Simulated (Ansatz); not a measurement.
**Run report: SiNH₇OF₂, geometry relaxation (part 1 of 2)**

SiNH₇OF₂, computed with RKS BLYP/def2-SVP (Ansatz 0.2.0).

The input holds or restrains some coordinates. It belongs to a series of runs on one base structure; here: pulled along the bonds that form and break, towards end B. Figures and captions count atoms from 1; the log counts them from 0 in places.

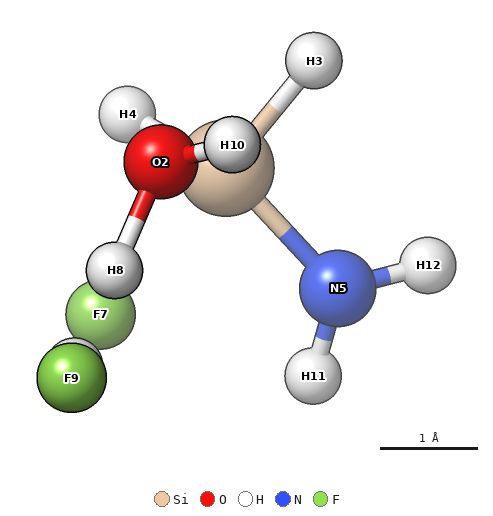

**Figure 1.** The structure as given in the input (ball-and-stick view, seen at a tilt; atoms are numbered from 1 in the order of the input). Bond lengths as drawn: H–N 1.00 to 1.01 Å, H–O 0.95 to 1.27 Å, H–Si 1.45 to 1.48 Å and N–Si 1.71 Å.

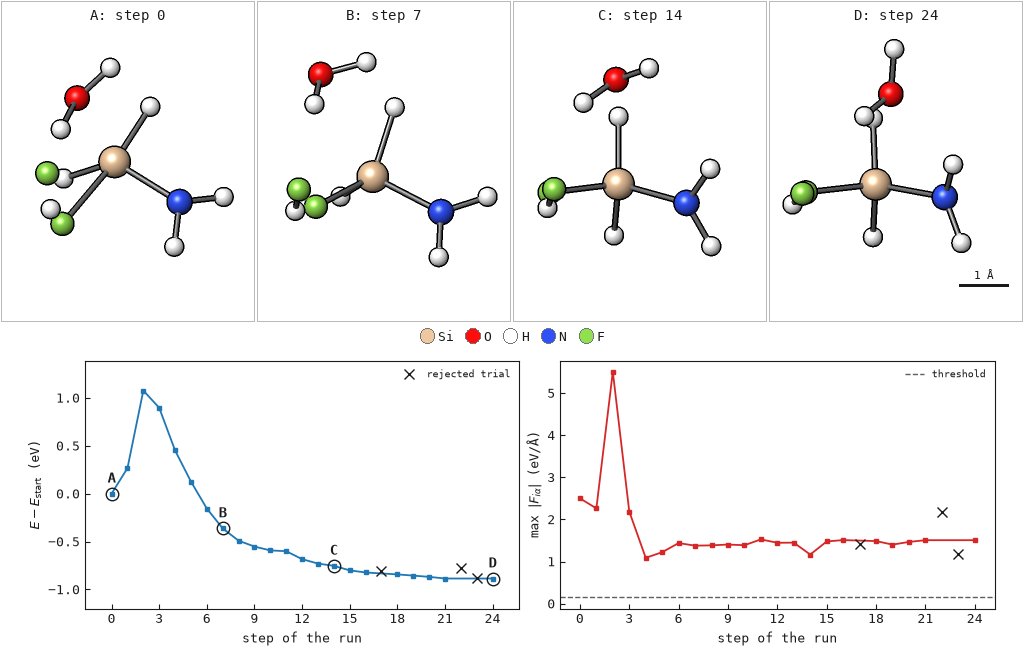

**Figure 2.** Frames of the restrained relaxation (ball-and-stick view, seen at a tilt) above the curves, on which the letters mark them (the first geometry is step 0 here and step 1 in the log).

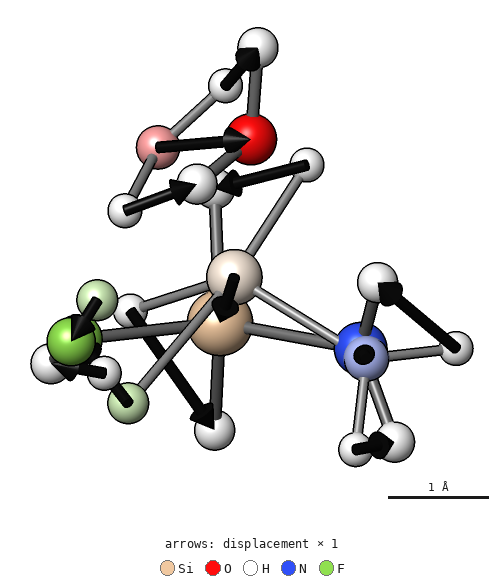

**Figure 3.** Start (faint) and end (solid) with the displacements as black arrows, at true length (ball-and-stick view, seen at a tilt). The two geometries are laid on each other by the best rigid fit. Over 24 geometry steps the energy falls by 0.886 eV. Largest force component: 2.5 eV/Å at the start, 1.5 eV/Å at the end. The line search rejected the trial steps at points 17, 22, 23 (counted from 0) and went back. The atom that moves furthest after the best rigid fit is H4 (1.58 Å). Largest moves by element: H 1.58 Å, O 1.10 Å, F 1.09 Å, Si 0.67 Å, N 0.25 Å. Among the contacts that change: Si1–F7 2.003 → 1.677 Å, O2–H8 1.270 → 0.976 Å, H6–F9 1.198 → 0.920 Å, Si1–H4 1.448 → 1.497 Å. New bonds form: H6–F9 (1.20 → 0.92 Å), O2–H8 (1.27 → 0.98 Å). Among the angles that change: H3–Si1–F7 168.5° → 105.5°, N5–Si1–F7 83.4° → 114.5°, H4–Si1–N5 135.5° → 107.1°. (Atoms are counted from 1 in the order of the input.)

These pictures come from the run below.

## Input file
```yaml
crystal:
  periodic: [false, false, false]
  atoms:
    - { symbol: Si, position_ang: [-0.2677, -1.0194, 0.0145] }
    - { symbol: O, position_ang: [-0.7175, 0.5162, 1.3191] }
    - { symbol: H, position_ang: [-1.6835, -1.4409, 0.0773] }
    - { symbol: H, position_ang: [0.4789, -2.0302, 0.7347] }
    - { symbol: "N", position_ang: [-0.2576, -0.3975, -1.5834] }
    - { symbol: H, position_ang: [1.559, 1.0287, 0.4418] }
    - { symbol: F, position_ang: [1.5207, -0.1248, 0.1272] }
    - { symbol: H, position_ang: [0.1295, 1.4526, 1.1839] }
    - { symbol: F, position_ang: [1.1207, 2.0581, 0.8691] }
    - { symbol: H, position_ang: [-1.578, 0.8603, 1.0964] }
    - { symbol: H, position_ang: [0.604, -0.131, -2.03] }
    - { symbol: H, position_ang: [-0.9083, -0.772, -2.2506] }
basis:
  gaussian: { orbitals: def2-SVP }
hamiltonian:
  xc: blyp
relax:
  f_tol: 0.15
  max_steps: 25
  restrain:
    - { distance: [0, 6], at: 1.68, k: 30.0 }
    - { distance: [5, 8], at: 0.88, k: 30.0 }
    - { distance: [7, 1], at: 0.97, k: 30.0 }
    - { distance: [0, 1], at: 3.07, k: 30.0 }
    - { distance: [5, 6], at: 2.18, k: 30.0 }
    - { distance: [7, 8], at: 2.18, k: 30.0 }
```

Launched with:
```bash
ansatz run input.yaml --threads 2 --pin off --max-ram 3072MiB --backend cpu --events-out ev --progress --plain --runs-dir out
```

## What the program printed
```
The last accepted step is kept in [file] (removed where the run ends without a failure and the disk answers)
Engine: ansatz 0.2.0, x86_64-unknown-linux-gnu
Functional definition: BLYP
  parameter beta = 0.0042
  parameter a = 0.04918
  parameter b = 0.132
  parameter c = 0.2533
  parameter d = 0.349
  exchange = b88_x(beta = beta)
  correlation = lyp_c(a = a, b = b, c = c, d = d)
1213 factors; their error is unknown
mean field evaluation 1: about -16938.9102 eV, gradient 8.7e1 eV
mean field evaluation 2: about -16896.9728 eV, gradient 1.6e2 eV
mean field evaluation 4: about -16952.3598 eV, gradient 1.2e1 eV
mean field evaluation 8: about -16952.5899 eV, gradient 3.2e-1 eV
mean field evaluation 16: about -16952.5186 eV, gradient 1.2e-4 eV
mean field -16952.51858712 eV, -622.9935672467 hartree, gradient 4.5e-5 eV, S^2 0.000000; 0 other end points of the search recorded, 0 dependent functions left out
the calculation of the forces begins
reference -16952.51892219 eV, -622.9935795603 hartree; 27, 27 occupied and 82, 82 virtual orbitals, 1213 factors
relax step   1: F+E_penalty+E_count = -16952.51858712 eV  Δ(F+E_penalty+E_count) = +0.000e0 eV  max|allowed force component| = 2.501e0 eV/Å  E_restraint = 48.41193618 eV  max|allowed force component, restraints' pulls added| = 3.638e1 eV/Å  Δτ_max = 0.0000 Å  (28 SCF iters, accepted)
  distance Si 0 - F 6 = 2.0028 Å
  distance H 5 - F 8 = 1.1976 Å
  distance H 7 - O 1 = 1.2699 Å
  distance Si 0 - O 1 = 2.0646 Å
  distance H 5 - F 6 = 1.1962 Å
  distance H 7 - F 8 = 1.2034 Å
these checks for a lower state are left out or cut short: starts, cluster_reference, orbital_swaps, neighbouring_geometries, increment
1213 factors; their error is unknown
mean field -16952.25200752 eV, -622.9837706274 hartree, gradient 2.7e-5 eV, S^2 0.000000; 0 other end points of the search recorded, 0 dependent functions left out
the calculation of the forces begins
reference -16952.25234389 eV, -622.9837829884 hartree; 27, 27 occupied and 82, 82 virtual orbitals, 1213 factors
relax step   2: F+E_penalty+E_count = -16952.25200752 eV  Δ(F+E_penalty+E_count) = +2.666e-1 eV  max|allowed force component| = 2.261e0 eV/Å  E_restraint = 20.85692269 eV  max|allowed force component, restraints' pulls added| = 2.467e1 eV/Å  Δτ_max = 0.1947 Å  (34 SCF iters, accepted)
  distance Si 0 - F 6 = 1.8775 Å
  distance H 5 - F 8 = 1.0484 Å
  distance H 7 - O 1 = 1.0740 Å
  distance Si 0 - O 1 = 2.4114 Å
  distance H 5 - F 6 = 1.5186 Å
  distance H 7 - F 8 = 1.5159 Å
these checks for a lower state are left out or cut short: starts, cluster_reference, orbital_swaps, neighbouring_geometries, increment
1213 factors; their error is unknown
mean field evaluation 32: about -16951.4425 eV, gradient 6.8e-4 eV
mean field -16951.44245336 eV, -622.9540200606 hartree, gradient 1.7e-5 eV, S^2 0.000000; 0 other end points of the search recorded, 0 dependent functions left out
the calculation of the forces begins
reference -16951.44279295 eV, -622.9540325405 hartree; 27, 27 occupied and 82, 82 virtual orbitals, 1213 factors
relax step   3: F+E_penalty+E_count = -16951.44245336 eV  Δ(F+E_penalty+E_count) = +8.096e-1 eV  max|allowed force component| = 5.506e0 eV/Å  E_restraint = 4.62183588 eV  max|allowed force component, restraints' pulls added| = 9.855e0 eV/Å  Δτ_max = 0.1939 Å  (34 SCF iters, accepted)
  distance Si 0 - F 6 = 1.7425 Å
  distance H 5 - F 8 = 0.8669 Å
  distance H 7 - O 1 = 0.9065 Å
  distance Si 0 - O 1 = 2.7392 Å
  distance H 5 - F 6 = 1.8817 Å
  distance H 7 - F 8 = 1.8612 Å
these checks for a lower state are left out or cut short: starts, cluster_reference, orbital_swaps, neighbouring_geometries, increment
1213 factors; their error is unknown
mean field -16951.62248441 eV, -622.9606360795 hartree, gradient 1.7e-5 eV, S^2 0.000000; 0 other end points of the search recorded, 0 dependent functions left out
the calculation of the forces begins
reference -16951.62282916 eV, -622.9606487491 hartree; 27, 27 occupied and 82, 82 virtual orbitals, 1213 factors
relax step   4: F+E_penalty+E_count = -16951.62248441 eV  Δ(F+E_penalty+E_count) = -1.800e-1 eV  max|allowed force component| = 2.187e0 eV/Å  E_restraint = 0.36153518 eV  max|allowed force component, restraints' pulls added| = 3.736e0 eV/Å  Δτ_max = 0.1966 Å  (36 SCF iters, accepted)
  distance Si 0 - F 6 = 1.6910 Å
  distance H 5 - F 8 = 0.9238 Å
[...]
  distance H 7 - O 1 = 0.9307 Å
  distance Si 0 - O 1 = 2.9841 Å
  distance H 5 - F 6 = 2.0921 Å
  distance H 7 - F 8 = 2.1065 Å
relax step   5: F+E_penalty+E_count = -16952.06781265 eV  Δ(F+E_penalty+E_count) = -4.453e-1 eV  max|allowed force component| = 1.087e0 eV/Å  E_restraint = 0.05188906 eV  max|allowed force component, restraints' pulls added| = 1.097e0 eV/Å  Δτ_max = 0.1948 Å  (30 SCF iters, accepted)
  distance Si 0 - F 6 = 1.6911 Å
  distance H 5 - F 8 = 0.9276 Å
  distance H 7 - O 1 = 0.9636 Å
  distance Si 0 - O 1 = 3.0567 Å
  distance H 5 - F 6 = 2.1522 Å
  distance H 7 - F 8 = 2.1708 Å
relax step   6: F+E_penalty+E_count = -16952.39258679 eV  Δ(F+E_penalty+E_count) = -3.248e-1 eV  max|allowed force component| = 1.221e0 eV/Å  E_restraint = 0.04222334 eV  max|allowed force component, restraints' pulls added| = 7.690e-1 eV/Å  Δτ_max = 0.1999 Å  (34 SCF iters, accepted)
  distance Si 0 - F 6 = 1.6940 Å
  distance H 5 - F 8 = 0.9248 Å
  distance H 7 - O 1 = 0.9849 Å
  distance Si 0 - O 1 = 3.0618 Å
  distance H 5 - F 6 = 2.1621 Å
  distance H 7 - F 8 = 2.1775 Å
relax step   7: F+E_penalty+E_count = -16952.67425231 eV  Δ(F+E_penalty+E_count) = -2.817e-1 eV  max|allowed force component| = 1.437e0 eV/Å  E_restraint = 0.02888575 eV  max|allowed force component, restraints' pulls added| = 6.170e-1 eV/Å  Δτ_max = 0.1950 Å  (29 SCF iters, accepted)
  distance Si 0 - F 6 = 1.6784 Å
  distance H 5 - F 8 = 0.9196 Å
  distance H 7 - O 1 = 0.9868 Å
  distance Si 0 - O 1 = 3.0636 Å
  distance H 5 - F 6 = 2.1753 Å
  distance H 7 - F 8 = 2.1836 Å
relax step   8: F+E_penalty+E_count = -16952.88116484 eV  Δ(F+E_penalty+E_count) = -2.069e-1 eV  max|allowed force component| = 1.377e0 eV/Å  E_restraint = 0.02844624 eV  max|allowed force component, restraints' pulls added| = 4.638e-1 eV/Å  Δτ_max = 0.1950 Å  (28 SCF iters, accepted)
  distance Si 0 - F 6 = 1.6824 Å
  distance H 5 - F 8 = 0.9203 Å
  distance H 7 - O 1 = 0.9837 Å
  distance Si 0 - O 1 = 3.0664 Å
  distance H 5 - F 6 = 2.1727 Å
  distance H 7 - F 8 = 2.1767 Å
relax step   9: F+E_penalty+E_count = -16953.00965360 eV  Δ(F+E_penalty+E_count) = -1.285e-1 eV  max|allowed force component| = 1.384e0 eV/Å  E_restraint = 0.02802261 eV  max|allowed force component, restraints' pulls added| = 2.516e-1 eV/Å  Δτ_max = 0.2000 Å  (28 SCF iters, accepted)
  distance Si 0 - F 6 = 1.6739 Å
  distance H 5 - F 8 = 0.9205 Å
  distance H 7 - O 1 = 0.9780 Å
  distance Si 0 - O 1 = 3.0723 Å
  distance H 5 - F 6 = 2.1703 Å
  distance H 7 - F 8 = 2.1747 Å
relax step  10: F+E_penalty+E_count = -16953.07057985 eV  Δ(F+E_penalty+E_count) = -6.093e-2 eV  max|allowed force component| = 1.403e0 eV/Å  E_restraint = 0.02828289 eV  max|allowed force component, restraints' pulls added| = 1.821e-1 eV/Å  Δτ_max = 0.2000 Å  (28 SCF iters, accepted)
  distance Si 0 - F 6 = 1.6734 Å
  distance H 5 - F 8 = 0.9207 Å
  distance H 7 - O 1 = 0.9764 Å
  distance Si 0 - O 1 = 3.0762 Å
  distance H 5 - F 6 = 2.1712 Å
  distance H 7 - F 8 = 2.1749 Å
relax step  11: F+E_penalty+E_count = -16953.11112873 eV  Δ(F+E_penalty+E_count) = -4.055e-2 eV  max|allowed force component| = 1.387e0 eV/Å  E_restraint = 0.03460582 eV  max|allowed force component, restraints' pulls added| = 7.390e-1 eV/Å  Δτ_max = 0.1971 Å  (28 SCF iters, accepted)
  distance Si 0 - F 6 = 1.6786 Å
  distance H 5 - F 8 = 0.9214 Å
  distance H 7 - O 1 = 0.9897 Å
  distance Si 0 - O 1 = 3.0838 Å
  distance H 5 - F 6 = 2.1774 Å
  distance H 7 - F 8 = 2.1773 Å
relax step  12: F+E_penalty+E_count = -16953.11896691 eV  Δ(F+E_penalty+E_count) = -7.838e-3 eV  max|allowed force component| = 1.525e0 eV/Å  E_restraint = 0.03945569 eV  max|allowed force component, restraints' pulls added| = 1.525e0 eV/Å  Δτ_max = 0.1943 Å  (27 SCF iters, accepted)
  distance Si 0 - F 6 = 1.6742 Å
  distance H 5 - F 8 = 0.9233 Å
  distance H 7 - O 1 = 0.9909 Å
  distance Si 0 - O 1 = 3.0866 Å
  distance H 5 - F 6 = 2.1795 Å
  distance H 7 - F 8 = 2.1775 Å
relax step  13: F+E_penalty+E_count = -16953.20226509 eV  Δ(F+E_penalty+E_count) = -8.330e-2 eV  max|allowed force component| = 1.445e0 eV/Å  E_restraint = 0.02803798 eV  max|allowed force component, restraints' pulls added| = 4.856e-1 eV/Å  Δτ_max = 0.2000 Å  (28 SCF iters, accepted)
  distance Si 0 - F 6 = 1.6755 Å
  distance H 5 - F 8 = 0.9206 Å
  distance H 7 - O 1 = 0.9801 Å
  distance Si 0 - O 1 = 3.0763 Å
  distance H 5 - F 6 = 2.1734 Å
  distance H 7 - F 8 = 2.1756 Å
relax step  14: F+E_penalty+E_count = -16953.24827927 eV  Δ(F+E_penalty+E_count) = -4.601e-2 eV  max|allowed force component| = 1.448e0 eV/Å  E_restraint = 0.02746983 eV  max|allowed force component, restraints' pulls added| = 2.557e-1 eV/Å  Δτ_max = 0.2000 Å  (27 SCF iters, accepted)
  distance Si 0 - F 6 = 1.6742 Å
  distance H 5 - F 8 = 0.9203 Å
  distance H 7 - O 1 = 0.9772 Å
  distance Si 0 - O 1 = 3.0719 Å
  distance H 5 - F 6 = 2.1707 Å
  distance H 7 - F 8 = 2.1743 Å
relax step  15: F+E_penalty+E_count = -16953.27202988 eV  Δ(F+E_penalty+E_count) = -2.375e-2 eV  max|allowed force component| = 1.166e0 eV/Å  E_restraint = 0.03684245 eV  max|allowed force component, restraints' pulls added| = 1.034e0 eV/Å  Δτ_max = 0.1967 Å  (34 SCF iters, accepted)
  distance Si 0 - F 6 = 1.6749 Å
  distance H 5 - F 8 = 0.9249 Å
  distance H 7 - O 1 = 0.9869 Å
  distance Si 0 - O 1 = 3.0717 Å
  distance H 5 - F 6 = 2.1701 Å
  distance H 7 - F 8 = 2.1745 Å
relax step  16: F+E_penalty+E_count = -16953.31902869 eV  Δ(F+E_penalty+E_count) = -4.700e-2 eV  max|allowed force component| = 1.476e0 eV/Å  E_restraint = 0.02726882 eV  max|allowed force component, restraints' pulls added| = 3.257e-1 eV/Å  Δτ_max = 0.2000 Å  (34 SCF iters, accepted)
  distance Si 0 - F 6 = 1.6751 Å
  distance H 5 - F 8 = 0.9200 Å
  distance H 7 - O 1 = 0.9762 Å
  distance Si 0 - O 1 = 3.0729 Å
  distance H 5 - F 6 = 2.1701 Å
  distance H 7 - F 8 = 2.1733 Å
relax step  17: F+E_penalty+E_count = -16953.34130936 eV  Δ(F+E_penalty+E_count) = -2.228e-2 eV  max|allowed force component| = 1.509e0 eV/Å  E_restraint = 0.02662738 eV  max|allowed force component, restraints' pulls added| = 2.072e-1 eV/Å  Δτ_max = 0.0615 Å  (29 SCF iters, accepted)
  distance Si 0 - F 6 = 1.6758 Å
  distance H 5 - F 8 = 0.9194 Å
  distance H 7 - O 1 = 0.9756 Å
  distance Si 0 - O 1 = 3.0704 Å
  distance H 5 - F 6 = 2.1697 Å
  distance H 7 - F 8 = 2.1719 Å
relax step  18: F+E_penalty+E_count = -16953.32749117 eV  Δ(F+E_penalty+E_count) = +1.382e-2 eV  max|allowed force component| = 1.413e0 eV/Å  E_restraint = 0.03271337 eV  max|allowed force component, restraints' pulls added| = 1.381e0 eV/Å  Δτ_max = 0.1904 Å  (35 SCF iters, rejected (line search))
  distance Si 0 - F 6 = 1.6773 Å
  distance H 5 - F 8 = 0.9229 Å
  distance H 7 - O 1 = 0.9814 Å
  distance Si 0 - O 1 = 3.0777 Å
  distance H 5 - F 6 = 2.1718 Å
  distance H 7 - F 8 = 2.1886 Å
relax step  19: F+E_penalty+E_count = -16953.36130916 eV  Δ(F+E_penalty+E_count) = -2.000e-2 eV  max|allowed force component| = 1.485e0 eV/Å  E_restraint = 0.02744281 eV  max|allowed force component, restraints' pulls added| = 1.363e-1 eV/Å  Δτ_max = 0.0952 Å  (29 SCF iters, accepted)
  distance Si 0 - F 6 = 1.6773 Å
  distance H 5 - F 8 = 0.9205 Å
  distance H 7 - O 1 = 0.9761 Å
  distance Si 0 - O 1 = 3.0720 Å
  distance H 5 - F 6 = 2.1705 Å
  distance H 7 - F 8 = 2.1727 Å
relax step  20: F+E_penalty+E_count = -16953.37393879 eV  Δ(F+E_penalty+E_count) = -1.263e-2 eV  max|allowed force component| = 1.401e0 eV/Å  E_restraint = 0.02890793 eV  max|allowed force component, restraints' pulls added| = 5.843e-1 eV/Å  Δτ_max = 0.0977 Å  (29 SCF iters, accepted)
  distance Si 0 - F 6 = 1.6789 Å
  distance H 5 - F 8 = 0.9219 Å
  distance H 7 - O 1 = 0.9786 Å
  distance Si 0 - O 1 = 3.0748 Å
  distance H 5 - F 6 = 2.1717 Å
  distance H 7 - F 8 = 2.1779 Å
relax step  21: F+E_penalty+E_count = -16953.38700076 eV  Δ(F+E_penalty+E_count) = -1.306e-2 eV  max|allowed force component| = 1.465e0 eV/Å  E_restraint = 0.02845880 eV  max|allowed force component, restraints' pulls added| = 4.320e-1 eV/Å  Δτ_max = 0.1500 Å  (28 SCF iters, accepted)
  distance Si 0 - F 6 = 1.6783 Å
  distance H 5 - F 8 = 0.9208 Å
  distance H 7 - O 1 = 0.9782 Å
  distance Si 0 - O 1 = 3.0762 Å
  distance H 5 - F 6 = 2.1702 Å
  distance H 7 - F 8 = 2.1746 Å
[...]
the calculation of the forces begins
reference -16953.40461769 eV, -623.0261282698 hartree; 27, 27 occupied and 82, 82 virtual orbitals, 1213 factors
relax step  22: F+E_penalty+E_count = -16953.40426542 eV  Δ(F+E_penalty+E_count) = -1.726e-2 eV  max|allowed force component| = 1.506e0 eV/Å  E_restraint = 0.02748404 eV  max|allowed force component, restraints' pulls added| = 1.142e-1 eV/Å  Δτ_max = 0.1912 Å  (34 SCF iters, accepted)
  distance Si 0 - F 6 = 1.6767 Å
  distance H 5 - F 8 = 0.9202 Å
  distance H 7 - O 1 = 0.9756 Å
  distance Si 0 - O 1 = 3.0730 Å
  distance H 5 - F 6 = 2.1693 Å
  distance H 7 - F 8 = 2.1729 Å
these checks for a lower state are left out or cut short: starts, cluster_reference, orbital_swaps, neighbouring_geometries, increment
1213 factors; their error is unknown
mean field -16953.29448278 eV, -623.0220808863 hartree, gradient 2.2e-5 eV, S^2 0.000000; 0 other end points of the search recorded, 0 dependent functions left out
the calculation of the forces begins
reference -16953.29483920 eV, -623.0220939846 hartree; 27, 27 occupied and 82, 82 virtual orbitals, 1213 factors
relax step  23: F+E_penalty+E_count = -16953.29448278 eV  Δ(F+E_penalty+E_count) = +1.098e-1 eV  max|allowed force component| = 2.173e0 eV/Å  E_restraint = 0.03667071 eV  max|allowed force component, restraints' pulls added| = 2.059e0 eV/Å  Δτ_max = 0.1960 Å  (35 SCF iters, rejected (line search))
  distance Si 0 - F 6 = 1.6766 Å
  distance H 5 - F 8 = 0.9271 Å
  distance H 7 - O 1 = 0.9779 Å
  distance Si 0 - O 1 = 3.0779 Å
  distance H 5 - F 6 = 2.1709 Å
  distance H 7 - F 8 = 2.1785 Å
these checks for a lower state are left out or cut short: starts, cluster_reference, orbital_swaps, neighbouring_geometries, increment
1213 factors; their error is unknown
mean field -16953.40234449 eV, -623.0260447313 hartree, gradient 9.5e-6 eV, S^2 0.000000; 0 other end points of the search recorded, 0 dependent functions left out
the calculation of the forces begins
reference -16953.40269617 eV, -623.0260576552 hartree; 27, 27 occupied and 82, 82 virtual orbitals, 1213 factors
relax step  24: F+E_penalty+E_count = -16953.40234449 eV  Δ(F+E_penalty+E_count) = +1.921e-3 eV  max|allowed force component| = 1.173e0 eV/Å  E_restraint = 0.03583200 eV  max|allowed force component, restraints' pulls added| = 5.563e-1 eV/Å  Δτ_max = 0.0973 Å  (30 SCF iters, rejected (line search))
  distance Si 0 - F 6 = 1.6795 Å
  distance H 5 - F 8 = 0.9261 Å
  distance H 7 - O 1 = 0.9832 Å
  distance Si 0 - O 1 = 3.0782 Å
  distance H 5 - F 6 = 2.1755 Å
  distance H 7 - F 8 = 2.1781 Å
```
